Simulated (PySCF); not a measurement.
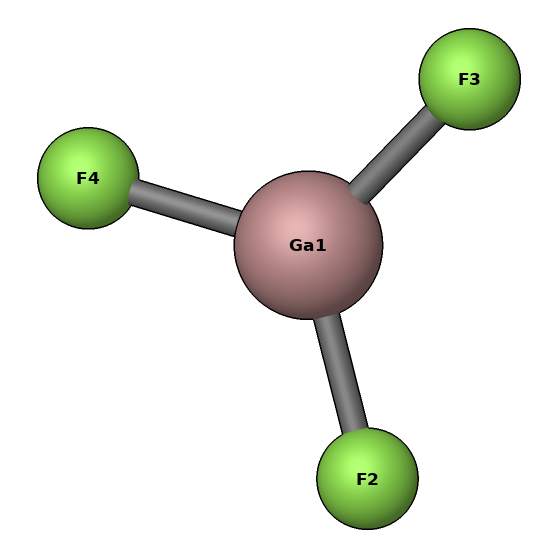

The computed structure is the end point of a PBE0-D3(BJ)/def2-SVP optimisation. No frequency run is at hand to confirm it as a minimum. Method: GIAO PBE/pcSseg-1 (pcSseg-2 on Ga) NMR shielding, non-relativistic, gas phase (PySCF 2.14.0). Principal shieldings σ11 ≤ σ22 ≤ σ33, span Ω = σ33 − σ11, skew κ = 3(σiso − σ22)/Ω.

Give the shielding tensors of the F atoms.

| atom | σ11 | σ22 | σ33 | σiso | Ω | κ |
| --- | --- | --- | --- | --- | --- | --- |
| F2, F3, F4 | 239.1 | 327.1 | 434.0 | 333.4 | 194.9 | 0.10 |

Shieldings and span in ppm.
